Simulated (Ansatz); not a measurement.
**GeF2 (SMILES [F][Ge][F]): levels of theory compared**

We compute a comparison of 6 runs (UHF/STO-3G, SVWN5/STO-3G, UPBE0/STO-3G, revPBE/STO-3G, wB97X/STO-3G, FCI/STO-3G) of GeF2. 

Program for the calculation: Ansatz 0.2.0.

50 further runs of the same task are left out: 17 that didn't finish, 33 set aside as unsound or not needed.

### 1 The structure to begin with

The species is GeF2 (3 atoms), meant as a singlet with charge 0. As SMILES, `[F][Ge][F]`. The F3–Ge1 distance was set to 2.697 Å, away from the relaxed value. At this shape a bond of the SMILES string is far longer than usual.

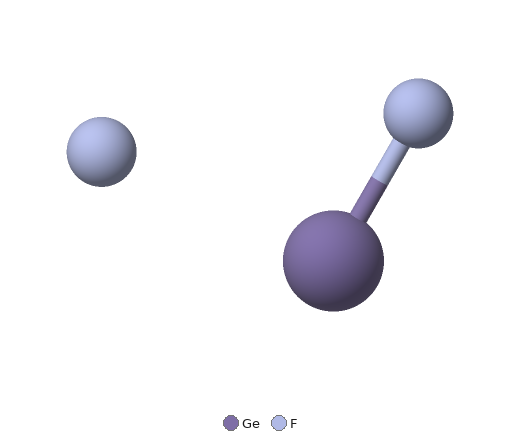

Viewed from a chosen angle; germanium purple, fluorine light blue.

### 2 A single-point energy at UHF/STO-3G (run 1)

File input.yaml:

```yaml
crystal:
  periodic: [false, false, false]
  atoms:
    - {symbol: Ge, position_ang: [0.669398, -0.025215, -1.417099]}
    - {symbol: F, position_ang: [1.985708, -0.036045, -0.189619]}
    - {symbol: F, position_ang: [-1.325320, 0.026670, 0.397200]}
basis:
  gaussian:
    orbitals: STO-3G
total_charge: 0
magnetization:
  spin_polarized: true
  initial_magnetization: 0
hamiltonian:
  xc: hf
accuracy: high
```

Command:

```
$ ansatz run input.yaml --threads 1 --pin off --max-ram 2610MiB --events-out events.jsonl --progress --plain --runs-dir runs
```

Standard output:

```text
Warning: RAYON_NUM_THREADS=1 ignored (pool sized by the plan → 1); use --threads N
Functional definition: HF
  name "HF"
  exchange = exact_x
  correlation = 0
387 factors; integrals over basis functions are off by at most 3.5e-8 eV
mean field evaluation 1: about -61153.2671 eV, gradient 1.6e1 eV
mean field evaluation 2: about -61153.3208 eV, gradient 1.6e1 eV
mean field evaluation 4: about -61158.9028 eV, gradient 9.3e0 eV
mean field evaluation 8: about -61160.1831 eV, gradient 2.1e-1 eV
mean field evaluation 16: about -61160.1714 eV, gradient 8.1e-9 eV
mean field evaluation 32: about -61160.9351 eV, gradient 5.3e0 eV
mean field evaluation 64: about -61163.1307 eV, gradient 5.3e-2 eV
mean field evaluation 96: about -61162.9607 eV, gradient 4.4e-1 eV
mean field evaluation 128: about -61163.0103 eV, gradient 2.9e0 eV
mean field evaluation 160: about -61162.7483 eV, gradient 2.0e-1 eV
mean field evaluation 192: about -61163.1869 eV, gradient 1.2e0 eV
mean field evaluation 224: about -61158.3355 eV, gradient 4.6e0 eV
mean field evaluation 256: about -61158.3071 eV, gradient 3.9e0 eV
mean field evaluation 288: about -61079.6130 eV, gradient 7.6e1 eV
mean field evaluation 320: about -61162.7596 eV, gradient 6.6e-4 eV
mean field -61163.21597229 eV, -2247.7067290648 hartree, gradient 6.6e-9 eV, S^2 0.923668; 14 other end points of the search recorded, 0 dependent functions left out
reference -61163.21597229 eV, -2247.7067290648 hartree; 25, 25 occupied and 3, 3 virtual orbitals, 387 factors
Total energy: -61163.21597229 eV, -2247.7067290648 hartree
```

Wall time 2.1 s (1 thread of Arm Neoverse V1, shared host).

### 3 The energy at SVWN5/STO-3G (run 2)

File molecule.yaml:

```yaml
crystal:
  periodic: [false, false, false]
  atoms:
    - {symbol: Ge, position_ang: [0.669398, -0.025215, -1.417099]}
    - {symbol: F, position_ang: [1.985708, -0.036045, -0.189619]}
    - {symbol: F, position_ang: [-1.325320, 0.026670, 0.397200]}
basis:
  gaussian: {orbitals: STO-3G}
hamiltonian: {xc: {name: SVWN5}}
accuracy: high
```

Command:

```
$ ansatz run molecule.yaml --threads 1 --pin off --max-ram 2610MiB --events-out events.jsonl --progress --plain --runs-dir runs
```

Standard output, cut to the lines that bear on the results:

```text
Warning: RAYON_NUM_THREADS=1 ignored (pool sized by the plan → 1); use --threads N
Functional definition: SVWN5
  name "SVWN5"
[...]
387 factors; integrals over basis functions are off by at most 3.5e-8 eV
[...]
mean field -61089.39210605 eV, -2244.9937520201 hartree, gradient 4.8e-8 eV, S^2 0.000000; 15 other end points of the search recorded, 0 dependent functions left out
reference -61089.39210733 eV, -2244.9937520671 hartree; 25, 25 occupied and 3, 3 virtual orbitals, 387 factors
Total energy: -61089.39210733 eV, -2244.9937520671 hartree
```

It took 7.5 s on 1 thread of Arm Neoverse V1, shared host; peak memory 0.09 GiB.

Runs 3 to 5 aren't shown in full; the table further down has their settings and results.

### 4 The energy at FCI/STO-3G (run 6)

File in.yaml:

```yaml
crystal:
  periodic: [false, false, false]
  atoms:
    - symbol: Ge
      position_ang: [0.669398, -0.025215, -1.417099]
    - symbol: F
      position_ang: [1.985708, -0.036045, -0.189619]
    - symbol: F
      position_ang: [-1.325320, 0.026670, 0.397200]
basis:
  gaussian:
    orbitals: STO-3G
correlation:
  method: fci
  frozen_orbitals: {F: 1, Ge: 9}
accuracy: high
```

Command:

```
$ ansatz run in.yaml --threads 1 --pin off --max-ram 2610MiB --events-out events.jsonl --progress --plain --runs-dir runs
```

Standard output, cut to the lines that bear on the results:

```text
Warning: RAYON_NUM_THREADS=1 ignored (pool sized by the plan → 1); use --threads N
[... 2 set-up lines as earlier in the session ...]
[...]
387 factors; integrals over basis functions are off by at most 3.5e-8 eV
[...]
mean field -61160.17144421 eV, -2247.5948447217 hartree, gradient 2.8e-8 eV, S^2 0.000000; 1 other end points of the search recorded, 0 dependent functions left out; unrestricted orbitals would lower it
unrestricted determinant -61163.21597215 eV, -2247.7067290597 hartree, S^2 0.9237
11 core orbitals not correlated: weight in the atoms' cores, before any rotation towards them, 1.000 or more for the frozen orbitals, at most 0.000 for the correlated occupied ones
reference -61160.17144421 eV, -2247.5948447217 hartree; 14, 14 occupied and 3, 3 virtual orbitals, 387 factors
state -61165.45686688 eV, -2247.7890804220 hartree
Total energy: -61165.45686688 eV, -2247.7890804220 hartree
```

It took 2.7 s on 1 thread of Arm Neoverse V1, shared host; peak memory 0.097 GiB.

### 5 All runs side by side

| run | level | frozen core orbitals | energy (Eh) | wall time |
| --- | --- | --- | --- | --- |
| 1 | UHF/STO-3G | – | -2247.706729 | 2.1 s |
| 2 | SVWN5/STO-3G | – | -2244.993752 | 7.5 s |
| 3 | UPBE0/STO-3G | – | -2249.281925 | 7.5 s |
| 4 | revPBE/STO-3G | – | -2249.433719 | 9.6 s |
| 5 | wB97X/STO-3G | – | -2249.649396 | 6 s |
| 6 | FCI/STO-3G | 11 | -2247.789080 | 2.7 s |

### 6 Outcome

| quantity | value |
| --- | --- |
| run 6: total energy | -2247.78908 Eh |
| run 6: correlation energy (11 core orbitals frozen) | -194.2 mEh |

Against full CI in this basis: UHF +82.4 mEh. Totals of different functionals can't be ranked against each other. In runs 1, 2, 3, 4, 5, 6 the basis is minimal, so the values are rough. Spin contamination of the reference: run 1 ⟨S²⟩ = 0.92, run 3 ⟨S²⟩ = 0.58. Where it is this large, the reference is a mixture of spin states, and values that rest on it are in doubt. All runs together took 35 s, the longest 9.6 s.
